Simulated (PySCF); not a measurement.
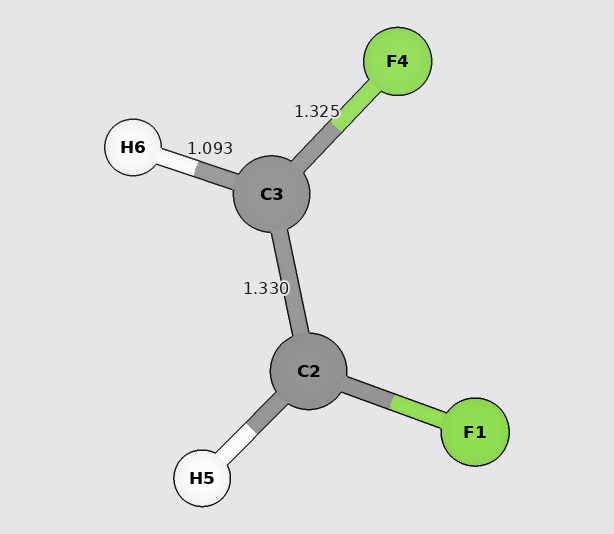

Bond lengths are marked in Å; every bond is drawn as one stick. The computed structure is the end point of a PBE0-D3(BJ)/def2-SVP optimisation. No frequency run is at hand to confirm it as a minimum.

### Which of the marked bonds are single, double, triple or aromatic?

C2–C3 double; C3–F4 single; C3–H6 single.

### Write the SMILES.

F/C=C\F
